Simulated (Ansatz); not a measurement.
**(AlN)3(SiC)1 [0001] superlattice, started as wurtzite: from the cell to its phonons**

Aim: the vibrations of (AlN)3(SiC)1 [0001] superlattice, started as wurtzite, their spectra, and whether the structure is stable.

Program: Ansatz 0.2.0. Level of theory: DFT PBE, scalar-relativistic, plane waves, PAW. Results are calculated unless marked as measured.

The structure was built from a prototype and need not be the compound's stable phase.

## 1. Set-up

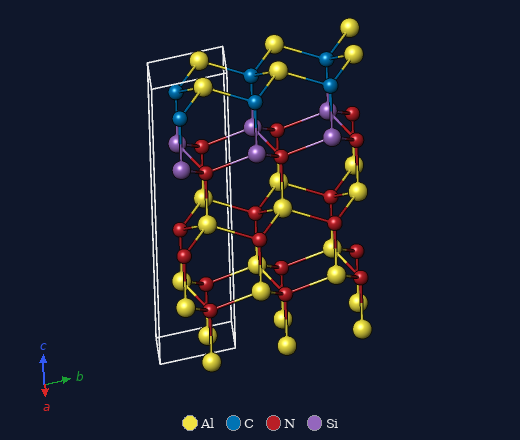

The cell as given, slightly off an axis (aluminium yellow, carbon blue, nitrogen red, silicon purple). 2×3×1 cells are drawn. Some periodic images of atoms are drawn too.

## 2. Rough relaxation

The start is far from rest, so a relaxation with loose tolerances brings it close first.

input.yaml reads:

```yaml
crystal:
  lattice:
    - [3.1025, 0.0, 0.0]
    - [-1.55125, 2.68684, 0.0]
    - [0.0, 0.0, 9.995]
  atoms:
    - { symbol: Al, position: [0.333333, 0.666667, 0.0] }
    - { symbol: Al, position: [0.666667, 0.333333, 0.25] }
    - { symbol: Al, position: [0.333333, 0.666667, 0.5] }
    - { symbol: C, position: [0.666667, 0.333333, 0.9375] }
    - { symbol: "N", position: [0.333333, 0.666667, 0.1875] }
    - { symbol: "N", position: [0.666667, 0.333333, 0.4375] }
    - { symbol: "N", position: [0.333333, 0.666667, 0.6875] }
    - { symbol: Si, position: [0.666667, 0.333333, 0.75] }
kpoints:
  mp_grid: { grid: [9, 9, 2] }
hamiltonian:
  xc: pbe
scf:
  occupations: { method: gaussian, width: 0.1 }
output:
  forces: true
  stress: true
  eigenvalues: true
relax:
  adjacent_minimum: "off"
  f_tol: 0.05
  max_steps: 80
  cell: { stress_tol: 0.5 }
```

Launch:

```
$ ansatz run input.yaml --threads 8 --pin off --max-ram 14336MiB --backend cpu --events-out ev --progress --plain --runs-dir out
```

Numbers of over 12 decimals in the logs are rounded to 6 here.

The program printed:

```text
[...]
atoms:
    - { symbol: Al, position: [0.333333, 0.666667, -0.00146817] }
    - { symbol: Al, position: [0.666667, 0.333333, 0.244788] }
    - { symbol: Al, position: [0.333333, 0.666667, 0.490123] }
    - { symbol: C, position: [0.666667, 0.333333, 0.933972] }
    - { symbol: N, position: [0.333333, 0.666667, 0.194140] }
    - { symbol: N, position: [0.666667, 0.333333, 0.439869] }
    - { symbol: N, position: [0.333333, 0.666667, 0.686979] }
    - { symbol: Si, position: [0.666667, 0.333333, 0.761597] }
[key lines of the parts left out:]
SCF converged after 6 iterations
Free energy (F): -3657.911121 eV
Fermi energy:    9.611082 eV
P = ⅓ Tr σ = 0.2031 GPa (2.031 kbar)
```

The job ended after 6 s (8 threads of Arm Neoverse V2, shared host; peak memory 0.44 GiB; 40 s of CPU time).

Relaxation path:

| step | energy less that of the first step (eV) | largest force component (eV/Å) | pressure (GPa) | volume (Å³) |
| --- | --- | --- | --- | --- |
| 1 | 0.0000 | 4.3690 | 6.91 | 83.32 |
| 2 | -0.4787 | 2.6017 | 2.70 | 84.75 |
| 3 | -0.5066 | 3.5200 | 2.31 | 85.71 |
| 4 | -0.6418 | 0.2002 | 0.46 | 85.87 |
| 5 | -0.6441 | 0.0944 | 0.11 | 85.98 |
| 6 | -0.6444 | 0.0170 | 0.04 | 86.00 |
| 7* | -0.6532 | 0.0170 | 0.20 | 86.00 |

Relaxation steps marked * repeat the geometry before them on a plane-wave basis chosen anew for their cell, so energy and pressure can jump there.

The run keeps the 6 symmetry operations that it works with, so distortions that break them were not tested.

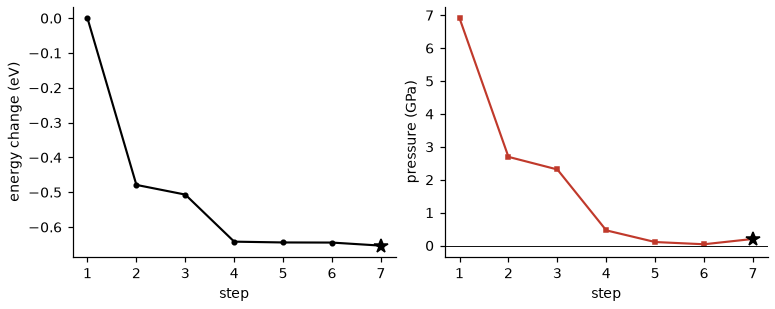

Energy and pressure along the relaxation. Stars mark steps on a basis chosen anew.

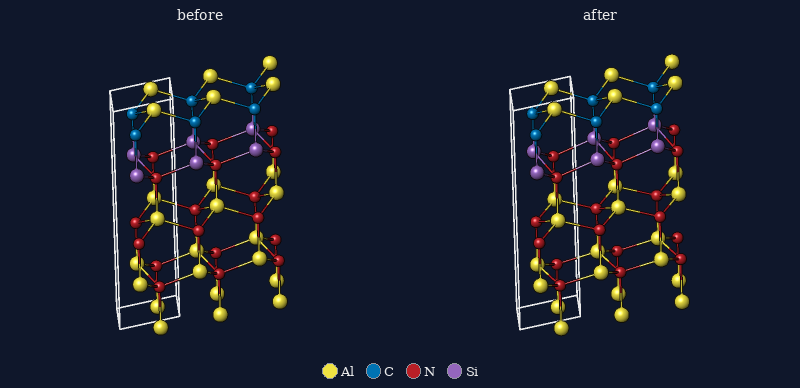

The structure before and after the relaxation, drawn at the same scale.

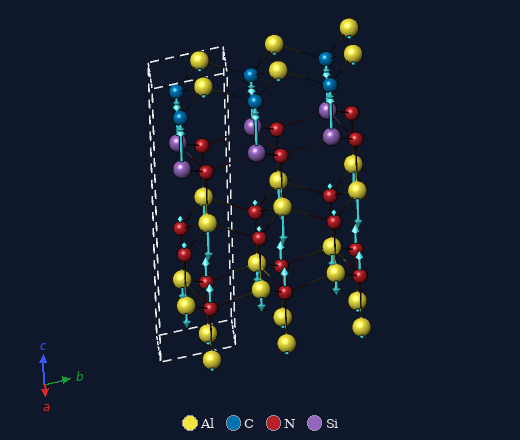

Displacements in the relaxation, exaggerated, measured against the changing cell; the longest in the cell stands for 0.12 Å. 2×3×1 cells are drawn. Some periodic images of atoms are drawn too.

| conventional cell, symmetrised | before | after | change |
| --- | --- | --- | --- |
| a (Å) | 3.102 | 3.143 | +1.3 % |
| b (Å) | 3.102 | 3.143 | +1.3 % |
| c (Å) | 9.995 | 10.056 | +0.6 % |
| volume (Å³/atom) | 10.41 | 10.75 | +3.2 % |

The atoms that moved most (Å, as changes of fractional coordinates times the final cell):

| atom | dx | dy | dz | length |
| --- | --- | --- | --- | --- |
| Si8 | 0.000 | 0.000 | 0.117 | 0.117 |
| Al3 | 0.000 | 0.000 | -0.099 | 0.099 |
| N5 | 0.000 | 0.000 | 0.067 | 0.067 |
| Al2 | 0.000 | 0.000 | -0.052 | 0.052 |
| C4 | 0.000 | 0.000 | -0.035 | 0.035 |
| N6 | 0.000 | 0.000 | 0.024 | 0.024 |
| Al1 | 0.000 | 0.000 | -0.015 | 0.015 |
| N7 | 0.000 | 0.000 | -0.005 | 0.005 |

Final coordinates:

```
Al C N Si
1.0
     3.14254    0.00000    0.00000
    -1.57127    2.72152    0.00000
     0.00000    0.00000   10.05602
Al C N Si
3 1 3 1
Direct
  0.33333 0.66667 0.99853
  0.66667 0.33333 0.24479
  0.33333 0.66667 0.49012
  0.66667 0.33333 0.93397
  0.33333 0.66667 0.19414
  0.66667 0.33333 0.43987
  0.33333 0.66667 0.68698
  0.66667 0.33333 0.76160
```

A gap read on the k-mesh alone can miss the band edges.

Numbers from this step:

* pressure: 0.2031 GPa
* volume per atom: 10.75 Å³
* gap on the k-mesh: 0.3586 eV
* direct gap on mesh: 0.3586 eV

In this step the volume went from 10.41 to 10.75 Å³/atom.

## 3. Relaxation

Harmonic phonons are second derivatives at a point where the forces vanish, and they are wanted at zero stress, so atoms and cell are relaxed first.

input.yaml reads:

```yaml
crystal:
  lattice:
    - [3.1425404491, 0.0, 0.0]
    - [-1.5712702245, 2.7215198613, 0.0]
    - [0.0, 0.0, 10.0560220036]
  atoms:
    - { symbol: Al, position: [0.3333333333, 0.6666666667, -0.0014681658] }
    - { symbol: Al, position: [0.6666666667, 0.3333333333, 0.2447877029] }
    - { symbol: Al, position: [0.3333333333, 0.6666666667, 0.4901233481] }
    - { symbol: C, position: [0.6666666667, 0.3333333333, 0.9339724202] }
    - { symbol: "N", position: [0.3333333333, 0.6666666667, 0.1941398114] }
    - { symbol: "N", position: [0.6666666667, 0.3333333333, 0.4398694773] }
    - { symbol: "N", position: [0.3333333333, 0.6666666667, 0.6869787562] }
    - { symbol: Si, position: [0.6666666667, 0.3333333333, 0.7615966497] }
kpoints:
  mp_grid: { grid: [12, 12, 4] }
hamiltonian:
  xc: pbe
scf:
  occupations: { method: gaussian, width: 0.02 }
output:
  forces: true
  stress: true
  eigenvalues: true
  write_density: true
  write_potential: true
  elf: true
  volumetric_format: npy
relax:
  adjacent_minimum: "off"
  f_tol: 0.005
  max_steps: 80
  cell: { stress_tol: 0.05 }
```

The program printed:

```text
[...]
Crystal: 8 atoms, lattice volume = 86.004 Å³
Basis set: ecut = 420 eV, 1653 PW (Γ), exchange–correlation on 48×48×144 points (8 copies of the dense FFT grid, shifted against one another)
Bands: 24, of which v1, the nominal top of the filled ones, is band 16 counted from 1 (15 counted from 0)
Symmetry: 6 space group operations
[...]
k-points: 69 of 576 (time reversal used)
[...]
SCF iter   1: F=—  HF=-3657.963947 eV  |F-HF|=—  |Δ(HF+E_count)|=         —  Δρ=6.86e-3  dr2=2.38e-1  ethr=1.77e-3  ⟨swp⟩=6.7  Hψ=9498  notcnv=0  defer=2
[...]
SCF iter   7: F=-3657.911208 eV  HF=-3657.911208 eV  |F-HF|=1.79e-8  |Δ(HF+E_count)|=   5.52e-8  Δρ=8.89e-6  dr2=3.24e-8  ethr=3.13e-10  ⟨swp⟩=14.5  Hψ=12260  notcnv=0
SCF 1 converged in 7 iterations: F = -3657.911208 eV  dr2 = 3.24e-8
[...]
relax step   1: F+E_penalty+E_count = -3657.91120786 eV  Δ(F+E_penalty+E_count) = +0.000e0 eV  max|allowed force component| = 1.711e-2 eV/Å  Δτ_max = 0.0000 Å  P = +0.206 GPa  Ω = 86.004 Å³  (7 SCF iters, dr2 threshold 1.00e-7 eV, accepted)
Crystal: 8 atoms, lattice volume = 86.053 Å³
Basis set: ecut = 420 eV, 1665 PW (Γ), exchange–correlation on 48×48×144 points (8 copies of the dense FFT grid, shifted against one another)
[...]
SCF iter   6: F=-3657.911135 eV  HF=-3657.911135 eV  |F-HF|=3.64e-12  |Δ(HF+E_count)|=  1.00e-10  Δρ=1.42e-7  dr2=1.11e-11  ethr=1.70e-12  ⟨swp⟩=4.2  Hψ=7799  notcnv=0
SCF 2 converged in 6 iterations: F = -3657.911135 eV  dr2 = 1.11e-11
relax step   2: F+E_penalty+E_count = -3657.91113491 eV  Δ(F+E_penalty+E_count) = +7.296e-5 eV  max|allowed force component| = 6.344e-3 eV/Å  Δτ_max = 0.0008 Å  P = +0.100 GPa  Ω = 86.053 Å³  energy of the carried Pulay correction = -1.331e-4 eV  (6 SCF iters, dr2 threshold 1.12e-7 eV, accepted)
Crystal: 8 atoms, lattice volume = 86.098 Å³
[...]
SCF iter   6: F=-3657.911029 eV  HF=-3657.911029 eV  |F-HF|=1.82e-12  |Δ(HF+E_count)|=  1.36e-10  Δρ=1.50e-7  dr2=1.70e-11  ethr=1.79e-12  ⟨swp⟩=4.0  Hψ=7758  notcnv=0
SCF 3 converged in 6 iterations: F = -3657.911029 eV  dr2 = 1.70e-11
relax step   3: F+E_penalty+E_count = -3657.91102940 eV  Δ(F+E_penalty+E_count) = +1.055e-4 eV  max|allowed force component| = 5.633e-4 eV/Å  Δτ_max = 0.0003 Å  P = +0.002 GPa  Ω = 86.098 Å³  energy of the carried Pulay correction = -2.543e-4 eV  (6 SCF iters, accepted)
[...]
SCF iter   1: F=—  HF=-3657.911306 eV  |F-HF|=—  |Δ(HF+E_count)|=         —  Δρ=1.06e-5  dr2=3.78e-8  ethr=4.95e-7  ⟨swp⟩=3.0  Hψ=14210  notcnv=0
eigensolver tolerance schedule: the retry pair's looser diagonalisation over-reported the residual by 4193.58 of it (diagonalisation noise at 2.03 of the residual, at the tolerance the schedule requests for it); recorded, not acted on — ethr = c·dr2/N_el stays at c = 1.0e-1
[...]
SCF iter   2: F=—  HF=-3657.911308 eV  |F-HF|=—  |Δ(HF+E_count)|=   2.13e-6  Δρ=5.82e-6  dr2=2.51e-8  ethr=1.18e-10  ⟨swp⟩=3.2  Hψ=3522  notcnv=0
[...]
SCF iter   6: F=-3657.911308 eV  HF=-3657.911308 eV  |F-HF|=2.73e-12  |Δ(HF+E_count)|=  1.55e-11  Δρ=7.07e-8  dr2=5.46e-12  ethr=1.00e-12  ⟨swp⟩=4.1  Hψ=6628  notcnv=0
SCF 4 converged in 6 iterations: F = -3657.911308 eV  dr2 = 5.46e-12
relax step   4: F+E_penalty+E_count = -3657.91130768 eV  Δ(F+E_penalty+E_count) = -2.783e-4 eV  max|allowed force component| = 5.656e-4 eV/Å  Δτ_max = 0.0000 Å  P = +0.007 GPa  Ω = 86.098 Å³  stress off target by 1.17e-2 GPa  SCF on the basis re-selected at this cell (its energy is not comparable with the rows above)  (6 SCF iters)
[...]
SCF converged after 6 iterations
Free energy (F): -3657.911308 eV
[...]
Internal energy: -3657.911308 eV  (E = F + TS)
E sigma→0 (E₀):  -3657.911308 eV
Fermi energy:    9.577084 eV
[...]
--- Forces (eV/Å), atoms counted from 1 ---
  atom   1  Al    -0.00000000     0.00000000     0.00033008
  atom   2  Al     0.00000000     0.00000000    -0.00016841
  atom   3  Al    -0.00000000     0.00000000     0.00003074
  atom   4  C     -0.00000000    -0.00000000     0.00012145
  atom   5  N      0.00000000     0.00000000     0.00002154
  atom   6  N     -0.00000000     0.00000000     0.00039607
  atom   7  N     -0.00000000     0.00000000    -0.00016318
  atom   8  Si     0.00000000    -0.00000000    -0.00056521
  max |Σ_I F_I| component: 3.08e-6 eV/Å
--- Stress (GPa, compression-positive) ---
        0.011739       0.000000       0.000000
        0.000000       0.011739      -0.000000
        0.000000      -0.000000      -0.002158
  P = ⅓ Tr σ = 0.0071 GPa (0.071 kbar)
--- Band table (eV; the first three rows and the last of 69) ---
  k-point 0: bands = [... 12 lower, 6.6889, 7.2998, 9.4002, 9.4002, 9.7516, 12.1407, 13.4836, 14.8204, ... 4 higher]
  k-point 1: bands = [... 12 lower, 6.6897, 6.9159, 9.4002, 9.4002, 9.9040, 12.1621, 13.3972, 14.8169, ... 4 higher]
  k-point 2: bands = [... 12 lower, 6.6906, 6.6906, 9.4002, 9.4002, 10.0397, 12.1869, 13.3093, 14.8134, ... 4 higher]
  k-point 68: bands = [... 12 lower, 5.4165, 5.5096, 6.1973, 6.3594, 11.9263, 13.1055, 14.3623, 14.7954, ... 4 higher]
--- Relaxed structure (3 steps of the walk, 3 accepted, 1 SCFs on fresh bases) ---
[...]
cell:  # Å, volume = 86.0983 Å³
    - [3.143549, -2.887689509261515e-11, 0]
    - [-1.571775, 2.722394, 0]
    - [0, 0, 10.060586]
  atoms:
    - { symbol: Al, position: [0.333333, 0.666667, -0.00151989] }
    - { symbol: Al, position: [0.666667, 0.333333, 0.244753] }
    - { symbol: Al, position: [0.333333, 0.666667, 0.490163] }
    - { symbol: C, position: [0.666667, 0.333333, 0.933999] }
    - { symbol: N, position: [0.333333, 0.666667, 0.194044] }
    - { symbol: N, position: [0.666667, 0.333333, 0.439832] }
    - { symbol: N, position: [0.333333, 0.666667, 0.687085] }
    - { symbol: Si, position: [0.666667, 0.333333, 0.761645] }
```

Run time: 7.5 s. Hardware: 8 threads; peak memory 0.51 GiB.

Little changed from the start: no atom moved by 0.005 Å and no cell edge by 0.1 %.

Numbers from this step:

```
pressure           : 0.007107 GPa
gap on the k-mesh  : 0.3513 eV
volume per atom    : 10.76 Å³
direct gap on mesh : 0.3513 eV
```

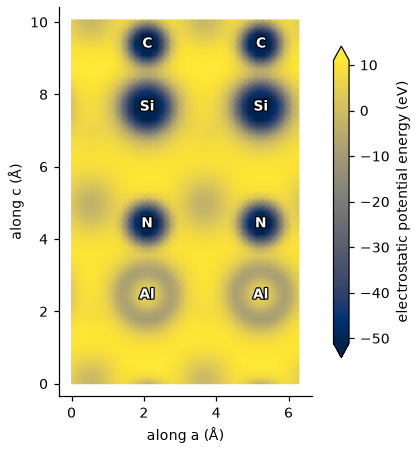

Electrostatic potential energy in the ac plane at fractional y = 0.333, with atoms of Al and C and N and Si within 0.2 Å of it. With pseudopotentials it is smooth inside the atoms' cores, unlike the true potential.

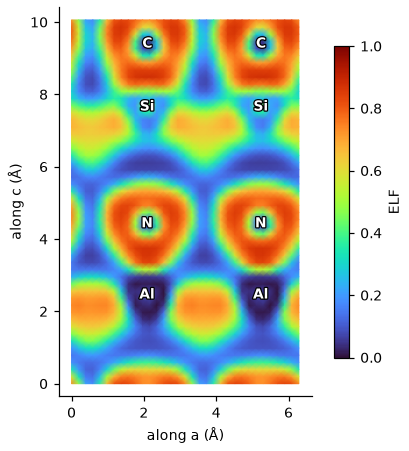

ELF in the ac plane at fractional y = 0.333, with atoms of Al and C and N and Si within 0.2 Å of it. It is the smooth field of the valence electrons, not physical close to the nuclei.

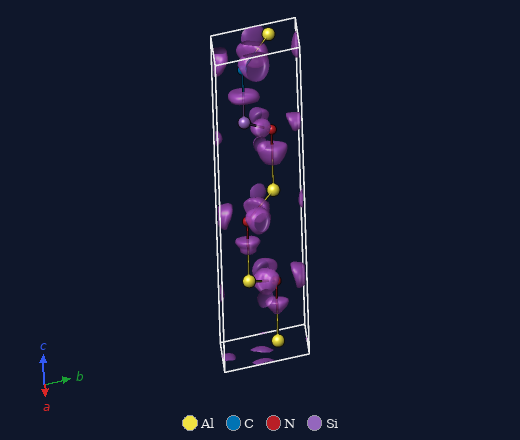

Surface of ELF = 0.84.

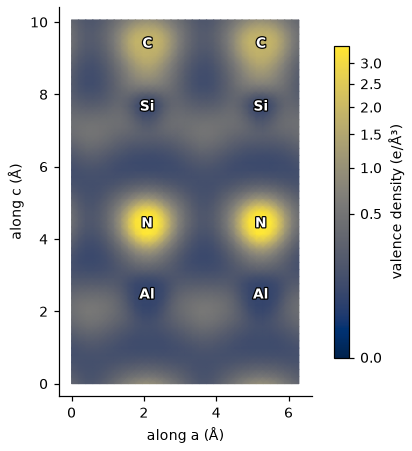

Valence density in the ac plane at fractional y = 0.333, with atoms of Al and C and N and Si within 0.2 Å of it. It is the smooth field of the valence electrons, not physical close to the nuclei. The colour scale is stretched toward low values.

In this step the volume went from 10.75 to 10.76 Å³/atom.

## 4. Relaxing to small forces for the phonons

Phonons need a cell at rest on their own settings, so the relaxation is repeated with tight tolerances on forces and stress, using the mesh and the filling of the phonon run that follows.

input.yaml reads:

```yaml
crystal:
  lattice:
    - [3.1435493147, 0.0, 0.0]
    - [-1.5717746573, 2.7223935646, 0.0]
    - [0.0, 0.0, 10.0605863873]
  atoms:
    - { symbol: Al, position: [0.3333333333, 0.6666666667, -0.001519886] }
    - { symbol: Al, position: [0.6666666667, 0.3333333333, 0.2447530255] }
    - { symbol: Al, position: [0.3333333333, 0.6666666667, 0.49016266] }
    - { symbol: C, position: [0.6666666667, 0.3333333333, 0.9339985542] }
    - { symbol: "N", position: [0.3333333333, 0.6666666667, 0.1940436858] }
    - { symbol: "N", position: [0.6666666667, 0.3333333333, 0.43983168] }
    - { symbol: "N", position: [0.3333333333, 0.6666666667, 0.6870852649] }
    - { symbol: Si, position: [0.6666666667, 0.3333333333, 0.7616450157] }
kpoints:
  mp_grid: { grid: [12, 12, 4] }
hamiltonian:
  xc: pbe
scf:
  occupations: { method: fixed }
output:
  forces: true
  stress: true
  eigenvalues: true
relax:
  adjacent_minimum: "off"
  f_tol: 0.001
  max_steps: 60
  cell: { stress_tol: 0.01 }
```

The program printed:

```text
[...]
Crystal: 8 atoms, lattice volume = 86.098 Å³
Basis set: ecut = 420 eV, 1665 PW (Γ), exchange–correlation on 48×48×144 points (8 copies of the dense FFT grid, shifted against one another)
Bands: 24, of which v1, the nominal top of the filled ones, is band 16 counted from 1 (15 counted from 0)
Symmetry: 6 space group operations
[...]
k-points: 69 of 576 (time reversal used)
[...]
atoms:
    - { symbol: Al, position: [0.333333, 0.666667, -0.00152079] }
    - { symbol: Al, position: [0.666667, 0.333333, 0.244752] }
    - { symbol: Al, position: [0.333333, 0.666667, 0.490160] }
    - { symbol: C, position: [0.666667, 0.333333, 0.934000] }
    - { symbol: N, position: [0.333333, 0.666667, 0.194047] }
    - { symbol: N, position: [0.666667, 0.333333, 0.439835] }
    - { symbol: N, position: [0.333333, 0.666667, 0.687086] }
    - { symbol: Si, position: [0.666667, 0.333333, 0.761642] }
[key lines of the parts left out:]
SCF converged after 10 iterations
Free energy (F): -3657.911311 eV
Fermi energy:    9.399845 eV
P = ⅓ Tr σ = 0.0034 GPa (0.034 kbar)
```

It took 6 s on 8 threads; peak memory 0.5 GiB; 44 s of CPU time.

Little changed from the start: no atom moved by 0.005 Å and no cell edge by 0.1 %.

This step gave:

```yaml
pressure: 0.003437 GPa
gap_on_the_k_mesh: 0.3512 eV
direct_gap_on_mesh: 0.3512 eV
```

The largest force component left is 0.38 meV/Å and the pressure is 0.003 GPa, within the tolerances set. The cell now holds 10.76 Å³/atom.

(Part 1 of 2 ends here.)

[Logs are printed without paths, hosts, clocks, repeated set-up lines and the standing remarks that a program may print on its own settings, such as how far it seeks lower states.]

[Hosts, paths, dates, database ids (printed as entryN), source tags and the programs' standing remarks are cut or masked in the printed files.]
